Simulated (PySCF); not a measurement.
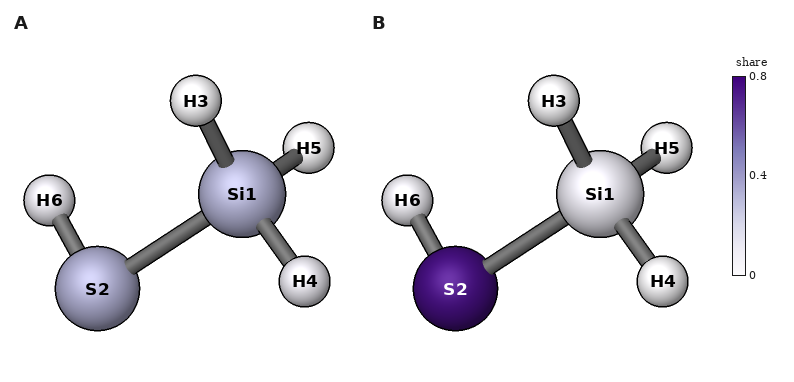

Each panel colours the atoms by their Löwdin share in one orbital (up to four of the largest shares; other atoms are shown as zero). The computed structure is the end point of a GFN2-xTB optimisation. No frequency run is at hand to confirm it as a minimum. Computed with PBE0/def2-SVPD (PySCF 2.14.0).

> The panels show the HOMO, LUMO, in some order. Which is which?

A: LUMO, −0.18 eV; S2 0.33, Si1 0.32, H4 0.09, H6 0.09
B: HOMO, −7.39 eV; S2 0.76, Si1 0.11, H6 0.07

The geometry is semi-empirical. Around Si such bond lengths and angles can be off by a tenth of an ångström or more and by several degrees, and values that hang on the shape move with them.
